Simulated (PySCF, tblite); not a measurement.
# B12N12H18: electronic excitations, NMR shifts

Aim: compute the electronic excitations, NMR shifts of B12N12H18.

Computed with tblite 0.8.0 and PySCF 2.14.0 and routines of our own; the level stands in each step. Atoms count from 0.

## (1) The system as given

42 atoms, charge 0, multiplicity 1; geometry from: force field, distance geometry or constructed start.

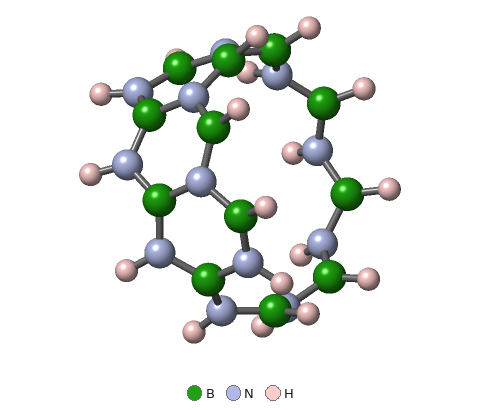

The starting geometry (boron green, nitrogen light blue, hydrogen pink).

## (2) Geometry optimisation with GFN2-xTB

What the job is given:

```
{"job": {"kind": "relax", "xc": "GFN2-xTB", "basis": "xTB"}, "charge": 0, "multiplicity": 1}
B      3.692500     1.064100     0.400500
N      3.060800     2.224000    -0.198100
B      2.183000     2.980900     0.657400
N      0.941100     3.430800     0.056800
B     -0.227700     3.400100     0.914100
N     -1.445700     2.904800     0.314700
B     -1.563300     2.823800    -1.126900
N     -2.458000     1.866900    -1.715400
B     -2.292400     2.103900     1.164500
N     -2.871200     0.924000     0.573200
B     -2.904900     0.780900    -0.871400
N     -2.933600    -0.532700    -1.462700
B     -2.972300    -0.238900     1.424200
N     -2.604200    -1.502200     0.823200
B     -2.538800    -1.625700    -0.614800
N     -1.682600    -2.625900    -1.202100
B     -1.902800    -2.433200     1.674400
N     -0.791500    -3.135400     1.079200
B     -0.652800    -3.179800    -0.358300
N      0.652700    -3.349700    -0.951400
B      1.783700    -3.072800    -0.105000
N      2.867000    -2.331000    -0.700000
B      3.533600    -1.364900     0.154400
N      3.833900    -0.097400    -0.447000
H      4.053700     1.069400     1.514400
H      3.237000     2.491700    -1.176700
H      2.449900     3.230500     1.767100
H      0.893200     3.748500    -0.923700
H     -0.187700     3.765300     2.020100
H     -0.930900     3.533100    -1.802300
H     -2.771800     1.948600    -2.706000
H     -2.511300     2.403500     2.276500
H     -3.221700    -0.678000    -2.452500
H     -3.324200    -0.163700     2.534300
H     -1.796500    -2.927900    -2.199600
H     -2.220200    -2.614300     2.782000
H     -0.087200    -3.599300     1.682400
H      0.766300    -3.651900    -1.944600
H      1.827300    -3.443900     1.004800
H      3.152000    -2.477900    -1.686500
H      3.802800    -1.615400     1.263000
H      4.158400    -0.016500    -1.429700
```

The run is started by

```console
$ OMP_NUM_THREADS=2 python large_run.py task.json out
```

One launch serves the whole session: the jobs run in the order shown.

The program printed:

```text
step      E/eV     max force
  0   -1627.01725    1.604
  1   -1627.58567    1.156
  2   -1628.12054    0.956
  3   -1628.42506    0.996
  4   -1628.59035    0.485
  5   -1628.65708    0.470
  6   -1628.74887    0.354
  7   -1628.79041    0.326
  8   -1628.82756    0.248
  9   -1628.85943    0.304
 10   -1628.89619    0.340
 11   -1628.93596    0.359
 12   -1628.97477    0.377
 13   -1629.00801    0.348
 14   -1629.03599    0.286
 15   -1629.05415    0.203
 16   -1629.06517    0.168
 17   -1629.07310    0.138
 18   -1629.08020    0.175
 19   -1629.08903    0.187
 20   -1629.09992    0.178
 21   -1629.11075    0.178
 22   -1629.11932    0.174
 23   -1629.12664    0.151
 24   -1629.13396    0.163
 25   -1629.14131    0.154
 26   -1629.14751    0.168
 27   -1629.15311    0.139
 28   -1629.15901    0.143
 29   -1629.16545    0.132
 30   -1629.17106    0.106
 31   -1629.17490    0.106
 32   -1629.17798    0.105
 33   -1629.18190    0.133
 34   -1629.18702    0.139
 35   -1629.19259    0.147
 36   -1629.19756    0.114
 37   -1629.20182    0.131
 38   -1629.20557    0.135
 39   -1629.20924    0.139
 40   -1629.21267    0.094
 41   -1629.21589    0.091
 42   -1629.21860    0.076
 43   -1629.22083    0.075
 44   -1629.22258    0.070
 45   -1629.22410    0.067
 46   -1629.22546    0.069
 47   -1629.22669    0.067
 48   -1629.22789    0.069
 49   -1629.22918    0.056
 50   -1629.23051    0.060
 51   -1629.23169    0.057
 52   -1629.23267    0.056
 53   -1629.23367    0.067
 54   -1629.23490    0.069
 55   -1629.23628    0.062
 56   -1629.23745    0.057
 57   -1629.23831    0.042
 58   -1629.23906    0.045
 59   -1629.23991    0.054
 60   -1629.24086    0.058
 61   -1629.24186    0.059
 62   -1629.24296    0.051
 63   -1629.24429    0.063
 64   -1629.24582    0.066
 65   -1629.24737    0.064
 66   -1629.24884    0.062
 67   -1629.25037    0.067
 68   -1629.25205    0.074
 69   -1629.25370    0.065
 70   -1629.25502    0.060
 71   -1629.25604    0.053
 72   -1629.25696    0.050
 73   -1629.25779    0.047
 74   -1629.25841    0.038
 75   -1629.25889    0.042
 76   -1629.25938    0.051
 77   -1629.25999    0.051
 78   -1629.26069    0.051
 79   -1629.26132    0.039
 80   -1629.26181    0.036
 81   -1629.26223    0.033
 82   -1629.26265    0.042
 83   -1629.26305    0.039
 84   -1629.26338    0.029
 85   -1629.26365    0.027
 86   -1629.26389    0.033
 87   -1629.26410    0.027
 88   -1629.26429    0.024
 89   -1629.26445    0.021
 90   -1629.26459    0.020
```

It took 2 s on 2 threads of Arm Neoverse V1, shared host; peak memory 0.16 GiB.

Relaxation path:

```tsv
step	energy from step 0 (eV)	largest force (eV/Å)
0	0.0000	1.6032
1	-0.5684	1.1558
2	-1.1033	0.9562
3	-1.4078	0.9967
4	-1.5731	0.4848
5	-1.6398	0.4694
6	-1.7316	0.3545
7	-1.7732	0.3254
8	-1.8103	0.2481
15	-2.0369	0.2030
22	-2.1021	0.1744
29	-2.1482	0.1316
36	-2.1803	0.1141
43	-2.2036	0.0756
50	-2.2133	0.0594
57	-2.2211	0.0419
64	-2.2286	0.0656
71	-2.2388	0.0530
78	-2.2434	0.0512
86	-2.2466	0.0326
87	-2.2468	0.0274
88	-2.2470	0.0235
89	-2.2472	0.0207
90	-2.2473	0.0205
```

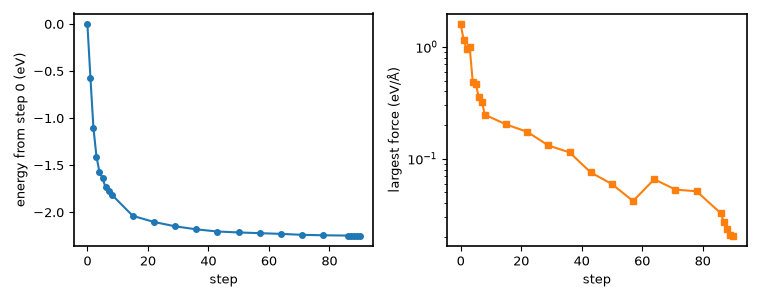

Energy and force, step by step.

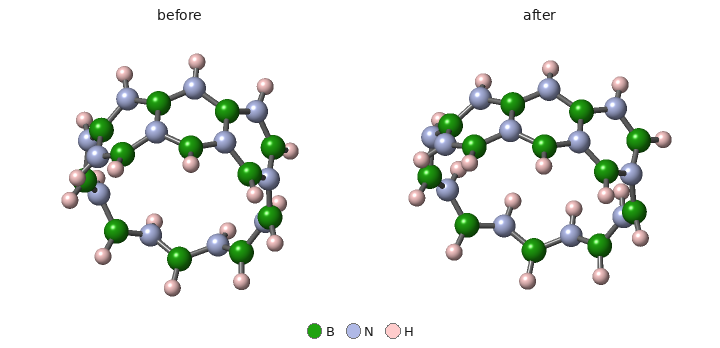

Before and after, at one scale.

Distances of close pairs at the start and the end, largest changes first:

```tsv
bond	before (Å)	after (Å)	change (Å)
N15–H34	1.048	1.009	-0.039
N7–H30	1.042	1.009	-0.034
B16–N17	1.443	1.410	-0.033
N11–H32	1.041	1.009	-0.032
N19–H37	1.044	1.013	-0.031
N17–H36	1.037	1.007	-0.030
B0–N1	1.450	1.421	-0.029
B2–N3	1.451	1.423	-0.028
```

The next job starts from the end point, and lists it.

## (3) Electronic excitations: TDA PBE0/6-31G*

What the job is given:

```
{"job": {"kind": "uv", "basis": "6-31G*", "grid": 1, "kgrid": 0, "vcut": 1.5, "nstates": 6, "ntriplets": 2, "tda": true, "delta": [], "pop": true, "xc": "PBE0"}, "charge": 0, "multiplicity": 1}
B      3.571815     1.027146     0.349952
N      2.824524     2.119450    -0.166756
B      2.112700     3.092107     0.595638
N      0.869364     3.555556     0.081647
B     -0.318138     3.733808     0.844219
N     -1.527791     3.183919     0.276232
B     -1.819247     3.166764    -1.127713
N     -2.471663     2.041314    -1.673101
B     -2.165572     2.215370     1.128471
N     -2.612128     0.985820     0.550485
B     -2.626463     0.853363    -0.883568
N     -2.626649    -0.444919    -1.464769
B     -2.703230    -0.199708     1.360274
N     -2.371971    -1.457781     0.775327
B     -2.194883    -1.542494    -0.654278
N     -1.435573    -2.613995    -1.209051
B     -1.897594    -2.544250     1.594793
N     -0.985578    -3.452035     1.019217
B     -0.562779    -3.347283    -0.342123
N      0.750761    -3.713896    -0.805593
B      1.900757    -3.376654    -0.023995
N      2.883938    -2.523308    -0.595885
B      3.544642    -1.499712     0.151505
N      3.594380    -0.189876    -0.395092
H      4.071432     1.091868     1.401429
H      2.450680     1.970357    -1.097696
H      2.485868     3.406038     1.654758
H      0.674430     3.265747    -0.870348
H     -0.263087     4.138616     1.939145
H     -1.500956     4.060947    -1.824967
H     -2.665160     2.006181    -2.662414
H     -2.198584     2.372224     2.289134
H     -2.614686    -0.536147    -2.469825
H     -2.936386    -0.116804     2.504065
H     -1.258846    -2.612082    -2.202813
H     -2.205077    -2.632414     2.721508
H     -0.500793    -4.103851     1.614412
H      0.867149    -3.572581    -1.801814
H      1.963826    -3.664646     1.106057
H      2.740288    -2.308245    -1.576614
H      3.920356    -1.705047     1.235666
H      3.231553    -0.112949    -1.339002
```

Level: TDA PBE0/6-31G*, vertical, gas phase, core orbitals frozen in the response, virtual orbitals cut by energy.

The program printed:

```text
start: PBE on a coarse grid of 34753 points
cycle   1  E = -965.5161003934  dE =  3.495e+00  |g| = 1.334e+00  |ddm| = 6.763e+00
cycle   2  E = -964.8311888139  dE =  6.849e-01  |g| = 2.180e+00  |ddm| = 3.270e+00
cycle   3  E = -965.9288510173  dE = -1.098e+00  |g| = 2.414e-01  |ddm| = 2.131e+00
cycle   4  E = -965.9438483130  dE = -1.500e-02  |g| = 6.169e-02  |ddm| = 2.886e-01
cycle   5  E = -965.9446189135  dE = -7.706e-04  |g| = 2.681e-02  |ddm| = 7.216e-02
cycle   6  E = -965.9447731325  dE = -1.542e-04  |g| = 9.159e-03  |ddm| = 3.078e-02
final grid: 152376 points
cycle   7  E = -965.8643953791  dE = -1.486e-02  |g| = 3.779e-02  |ddm| = 5.096e-01
cycle   8  E = -965.8645747385  dE = -1.794e-04  |g| = 3.042e-02  |ddm| = 6.988e-02
cycle   9  E = -965.8647817362  dE = -2.070e-04  |g| = 8.972e-03  |ddm| = 2.977e-02
cycle  10  E = -965.8647967053  dE = -1.497e-05  |g| = 2.556e-03  |ddm| = 8.574e-03
cycle  11  E = -965.8647981914  dE = -1.486e-06  |g| = 6.934e-04  |ddm| = 3.237e-03
cycle  12  E = -965.8647985034  dE = -3.120e-07  |g| = 2.787e-04  |ddm| = 7.458e-04
cycle  13  E = -965.8647995617  dE = -1.058e-06  |g| = 4.906e-05  |ddm| = 2.332e-04
converged SCF energy = -965.8647995617

Static polarisability (au): isotropic 202.777, principal 182.001 191.394 234.937

Singlet excitations
state   eV       nm        f      main configurations
  1   5.7220    216.7   0.09436   H-1->L 0.78
  2   5.9889    207.0   0.02864   H->L 0.54, H-1->L+1 0.19, H->L+2 0.16
  3   6.3027    196.7   0.02005   H-1->L+1 0.38, H->L 0.29, H->L+2 0.11
  4   6.4415    192.5   0.10796   H-2->L 0.47, H->L+1 0.18, H-1->L+2 0.14
  5   6.5166    190.3   0.29501   H->L+1 0.59, H-2->L 0.13
  6   6.6369    186.8   0.28485   H->L+2 0.52, H-1->L+1 0.17, H-1->L+3 0.08

Triplet excitations (Tamm-Dancoff, eV): 5.3101 5.7505
```

Run time: 34 s. Hardware: 2 threads of Arm Neoverse V1, shared host; peak memory 1.1 GiB.

Frontier orbitals and where they lie:

```tsv
orbital	eV	atoms
HOMO−4	-8.02	N9 20 %, N1 14 %, N19 13 %
HOMO−3	-7.88	N15 22 %, N5 14 %, N23 11 %
HOMO−2	-7.32	N17 24 %, N13 16 %, N11 12 %
HOMO−1	-6.92	N5 17 %, N3 15 %, N1 12 %
HOMO	-6.88	N19 26 %, N15 18 %, N21 14 %
LUMO	-0.06	B6 32 %, B4 21 %, B8 10 %
LUMO+1	0.37	B0 18 %, B2 16 %, B8 14 %
LUMO+2	0.57	B12 20 %, B20 14 %, B22 11 %
LUMO+3	0.80	B8 26 %, B10 24 %, B12 10 %
```

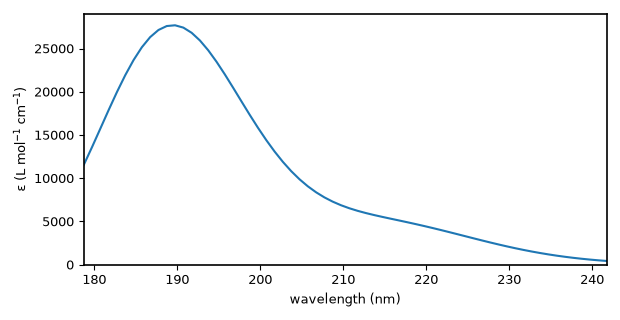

Absorption spectrum: each of the 6 states is a Gaussian band of 0.4 eV half-width at 1/e. Beyond the last state computed it falls off for lack of states.

Further results of this job:

```tsv
property	computed
dipole moment (D)	7.76
polarisability (Å³)	30.05
HOMO–LUMO gap (eV)	6.82
−ε(HOMO) (eV)	6.88
```

## (4) NMR shifts: GIAO KT3/pcSseg-1

The job, as its differences from that of step 3:

```diff
@@ -1,2 +1,2 @@
-{"job": {"kind": "uv", "basis": "6-31G*", "grid": 1, "kgrid": 0, "vcut": 1.5, "nstates": 6, "ntriplets": 2, "tda": true, "delta": [], "pop": true, "xc": "PBE0"}, "charge": 0, "multiplicity": 1}
+{"job": {"kind": "nmr", "xc": "KT3", "basis": "pcSseg-1", "pop": false}, "charge": 0, "multiplicity": 1}
 B      3.571815     1.027146     0.349952
```

Level: GIAO KT3/pcSseg-1 NMR shielding, non-relativistic, gas phase.

The program printed:

```text
start: PBE on a coarse grid of 34753 points
cycle   1  E = -965.1513808179  dE =  3.400e+00  |g| = 1.332e+00  |ddm| = 6.122e+00
cycle   2  E = -964.4213078238  dE =  7.301e-01  |g| = 2.247e+00  |ddm| = 3.045e+00
cycle   3  E = -965.5493350508  dE = -1.128e+00  |g| = 2.378e-01  |ddm| = 2.053e+00
cycle   4  E = -965.5634944640  dE = -1.416e-02  |g| = 6.354e-02  |ddm| = 2.749e-01
cycle   5  E = -965.5643192264  dE = -8.248e-04  |g| = 2.556e-02  |ddm| = 6.899e-02
cycle   6  E = -965.5644445423  dE = -1.253e-04  |g| = 1.008e-02  |ddm| = 2.718e-02
cycle   7  E = -965.5644692751  dE = -2.473e-05  |g| = 2.646e-03  |ddm| = 1.056e-02
final grid: 322816 points
cycle   8  E = -982.3517324997  dE = -4.888e-02  |g| = 1.531e-01  |ddm| = 5.274e-01
cycle   9  E = -982.3414380242  dE =  1.029e-02  |g| = 2.647e-01  |ddm| = 3.009e-01
cycle  10  E = -982.3569395495  dE = -1.550e-02  |g| = 1.302e-02  |ddm| = 1.903e-01
cycle  11  E = -982.3569765203  dE = -3.697e-05  |g| = 6.300e-03  |ddm| = 1.823e-02
cycle  12  E = -982.3569857639  dE = -9.244e-06  |g| = 2.042e-03  |ddm| = 6.003e-03
cycle  13  E = -982.3569862478  dE = -4.839e-07  |g| = 5.779e-04  |ddm| = 2.013e-03
cycle  14  E = -982.3569873089  dE = -1.061e-06  |g| = 1.752e-04  |ddm| = 5.206e-04
cycle  15  E = -982.3569871025  dE =  2.064e-07  |g| = 6.086e-05  |ddm| = 1.939e-04
converged SCF energy = -982.3569871025

GIAO shielding tensors (ppm)
atom      isotropic    diamagn.    paramagn.     s11        s22        s33       span
  0 B       73.948     206.493    -132.546     51.514     60.078    110.251     58.737
  1 N      118.319     341.757    -223.438     31.410    144.170    179.376    147.965
  2 B       75.108     206.023    -130.915     53.869     60.288    111.166     57.297
  3 N       98.351     344.881    -246.529     -1.146    111.778    184.422    185.568
  4 B       69.695     206.096    -136.401     49.180     53.897    106.010     56.830
  5 N       87.332     345.559    -258.228    -13.008     43.903    231.101    244.109
  6 B       76.250     209.903    -133.653     48.775     66.466    113.508     64.733
  7 N      134.934     334.386    -199.452     29.705    165.052    210.045    180.340
  8 B       73.423     206.971    -133.548     52.581     58.979    108.707     56.125
  9 N       99.998     345.424    -245.426     20.149     24.705    255.141    234.992
 10 B       80.359     213.179    -132.820     60.474     74.544    106.059     45.586
 11 N      161.212     338.477    -177.266     93.342    183.586    206.707    113.365
 12 B       69.378     205.210    -135.832     50.871     55.746    101.516     50.645
 13 N      105.806     342.999    -237.193     25.773     37.367    254.279    228.506
 14 B       79.576     213.478    -133.902     60.102     74.022    104.605     44.502
 15 N      154.450     340.296    -185.846     85.448    180.640    197.263    111.816
 16 B       72.758     203.829    -131.071     48.842     63.114    106.318     57.477
 17 N      143.124     332.689    -189.565     49.027    161.094    219.253    170.226
 18 B       78.929     211.475    -132.546     64.956     68.139    103.692     38.736
 19 N      145.271     340.395    -195.124     73.080    166.173    196.561    123.481
 20 B       73.608     208.310    -134.702     48.911     60.132    111.781     62.870
 21 N      117.398     341.440    -224.043     30.532    138.797    182.864    152.331
 22 B       74.031     207.294    -133.263     51.134     60.225    110.734     59.599
 23 N      118.845     341.301    -222.456     32.508    143.071    180.957    148.450
 24 H       27.266      36.193      -8.927     25.278     27.978     28.542      3.264
 25 H       28.151      48.933     -20.782     26.385     27.770     30.299      3.914
 26 H       27.292      35.491      -8.199     25.302     27.881     28.692      3.390
 27 H       27.979      49.377     -21.399     25.450     26.960     31.526      6.077
 28 H       26.708      34.335      -7.627     25.222     26.878     28.024      2.802
 29 H       26.979      33.519      -6.540     24.686     27.566     28.686      3.999
 30 H       26.826      36.256      -9.430     22.921     26.885     30.674      7.753
 31 H       26.841      36.434      -9.593     24.371     27.720     28.433      4.062
 32 H       28.345      41.584     -13.240     23.334     29.087     32.613      9.278
 33 H       26.731      35.826      -9.095     24.175     27.845     28.174      3.999
 34 H       28.543      43.744     -15.201     24.187     29.383     32.058      7.871
 35 H       27.017      33.401      -6.384     24.463     27.593     28.994      4.531
 36 H       26.753      34.372      -7.620     22.302     26.429     31.527      9.225
 37 H       28.963      43.287     -14.324     25.708     29.687     31.495      5.786
 38 H       27.217      38.704     -11.487     24.913     27.371     29.365      4.452
 39 H       28.077      45.740     -17.663     26.468     28.098     29.665      3.198
 40 H       27.256      36.670      -9.414     25.282     27.912     28.574      3.292
 41 H       28.136      47.933     -19.797     26.556     27.810     30.042      3.486
```

Wall time 32 s (2 threads of Arm Neoverse V1, shared host); peak memory 1.1 GiB.

The references, computed at this level on geometries of the same kind, shield at (ppm): 1H TMS 31.76, 15N NH3 264.4, 11B BF3·OEt2 100.0. Their shielding less the atom's gives the shift. The references are single molecules in the gas phase, so shifts against H2O, NH3, PH3, H3PO4 or CFCl3 are not on the usual liquid scales and can be off by tens of ppm.

```tsv
atoms	environment	σ (ppm)	δ (ppm)
H28	hydrogen on a boron bonded to 2 N	26.71	5.05
H33	hydrogen on a boron bonded to 2 N	26.73	5.03
H36	hydrogen on a nitrogen bonded to 2 B	26.75	5.01
H30	hydrogen on a nitrogen bonded to 2 B	26.83	4.93
H31	hydrogen on a boron bonded to 2 N	26.84	4.92
H29	hydrogen on a boron bonded to 2 N	26.98	4.78
H35	hydrogen on a boron bonded to 2 N	27.02	4.74
H38	hydrogen on a boron bonded to 2 N	27.22	4.54
H40	hydrogen on a boron bonded to 2 N	27.26	4.50
H24	hydrogen on a boron bonded to 2 N	27.27	4.49
H26	hydrogen on a boron bonded to 2 N	27.29	4.47
H27	hydrogen on a nitrogen bonded to 2 B	27.98	3.78
H39	hydrogen on a nitrogen bonded to 2 B	28.08	3.68
H41	hydrogen on a nitrogen bonded to 2 B	28.14	3.62
H25	hydrogen on a nitrogen bonded to 2 B	28.15	3.61
H32	hydrogen on a nitrogen bonded to 2 B	28.34	3.42
H34	hydrogen on a nitrogen bonded to 2 B	28.54	3.22
H37	hydrogen on a nitrogen bonded to 2 B	28.96	2.80
B12	boron bonded to 2 N, H	69.4	30.6
B4	boron bonded to 2 N, H	69.7	30.3
B16	boron bonded to 2 N, H	72.8	27.2
B8	boron bonded to 2 N, H	73.4	26.6
B20	boron bonded to 2 N, H	73.6	26.4
B0	boron bonded to 2 N, H	73.9	26.0
B22	boron bonded to 2 N, H	74.0	25.9
B2	boron bonded to 2 N, H	75.1	24.9
B6	boron bonded to 2 N, H	76.2	23.7
B18	boron bonded to 3 N	78.9	21.0
B14	boron bonded to 3 N	79.6	20.4
B10	boron bonded to 3 N	80.4	19.6
N5	nitrogen bonded to 3 B	87.3	177.1
N3	nitrogen bonded to 2 B, H	98.4	166.0
N9	nitrogen bonded to 3 B	100.0	164.4
N13	nitrogen bonded to 3 B	105.8	158.6
N21	nitrogen bonded to 2 B, H	117.4	147.0
N1	nitrogen bonded to 2 B, H	118.3	146.1
N23	nitrogen bonded to 2 B, H	118.8	145.5
N7	nitrogen bonded to 2 B, H	134.9	129.5
N17	nitrogen bonded to 2 B, H	143.1	121.3
N19	nitrogen bonded to 2 B, H	145.3	119.1
```

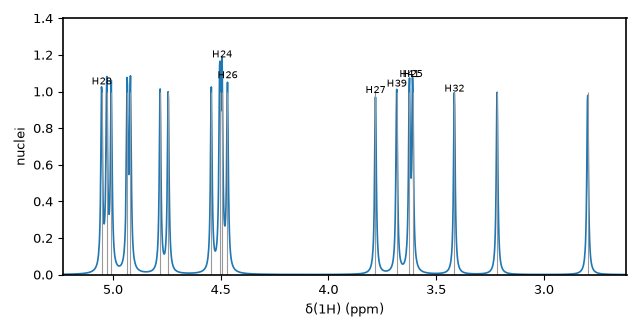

1H lines at the computed shifts, without couplings. Lines are broadened to a width of 0.01 ppm (Lorentzian).

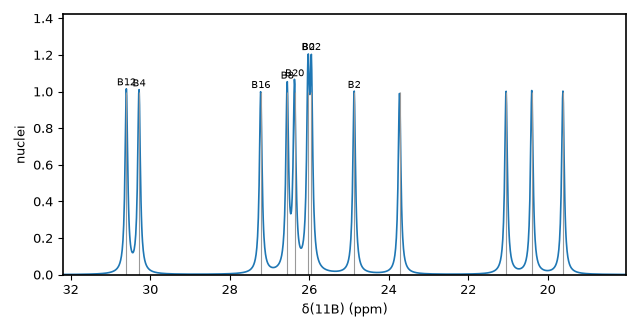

11B lines at the computed shifts, without couplings. Lines are broadened to a width of 0.08 ppm (Lorentzian).

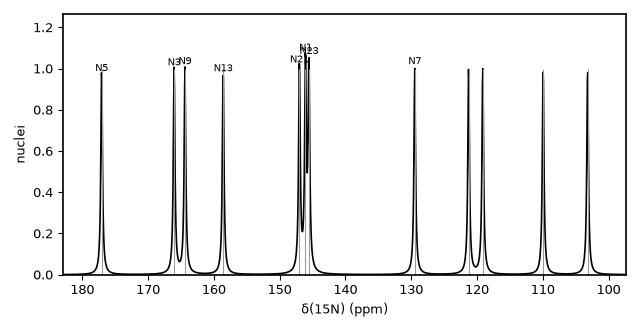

15N lines at the computed shifts, without couplings. Lines are broadened to a width of 0.30 ppm (Lorentzian).

Ring of atoms N5, B6, N7, B8, N9, B10: NICS(0) -1.6, NICS(1) -2.6, NICS(1)zz -2.9 ppm (means of both faces).

Ring of atoms N9, B10, N11, B12, N13, B14: NICS(0) -1.7, NICS(1) -2.3, NICS(1)zz -0.9 ppm (means of both faces).

Ring of atoms N13, B14, N15, B16, N17, B18: NICS(0) -2.4, NICS(1) -2.3, NICS(1)zz -1.2 ppm (means of both faces).

## (5) What came out

| quantity | value |
| --- | --- |
| lowest singlet (PBE0/6-31G*) | 5.72 eV (217 nm), f = 0.094 |
| brightest single state of those computed | state 5, 6.52 eV, f = 0.295 |
| lowest triplet | 5.31 eV |
| 1H shifts against TMS (KT3/pcSseg-1) | 5.05, 5.03, 5.01, 4.93, 4.92, 4.78, 4.74, 4.54, 4.50, 4.49, 4.47, 3.78, 3.68, 3.62 ppm and more |
| 11B shifts against BF3·OEt2 (KT3/pcSseg-1) | 30.6, 30.3, 27.2, 26.6, 26.4, 26.0, 25.9, 24.9, 23.7, 21.0, 20.4, 19.6 ppm |
| 15N shifts against NH3 (KT3/pcSseg-1) | 177.1, 166.0, 164.4, 158.6, 147.0, 146.1, 145.5, 129.5, 121.3, 119.1, 109.9, 103.2 ppm |

**Reading.** The lowest singlet, at 5.72 eV, is HOMO−1→LUMO 0.78 and is bright; of the 6 states computed, the strongest absorption comes from state 5 at 6.52 eV (the last state computed is bright too, and its partners may lie past the list). The lowest triplet lies 0.41 eV below the lowest singlet. The basis of PBE0/6-31G* has no diffuse functions, so Rydberg states are missing and the high states are unreliable.
